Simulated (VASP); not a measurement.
Band structure of W (bcc). Calculation: LDA (Ceperley-Alder, Perdew-Zunger) with spin-orbit coupling, VASP's LDA PAW potentials (set 64) (plane waves; VASP).

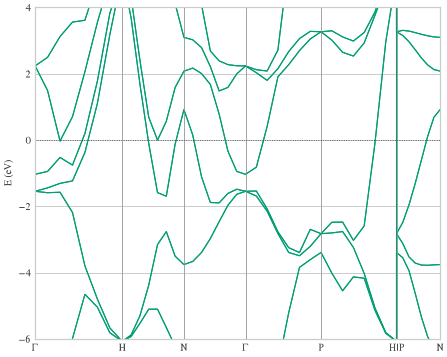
Figure. Bands along high-symmetry lines, zero at the valence-band maximum or, without a gap, the Fermi level

### Question
Read the plot: is there a gap, and where are the band edges?

### Answer
It has no gap at this level: it comes out as a metal or semimetal.

The compound is W in the bcc structure. It was relaxed first.
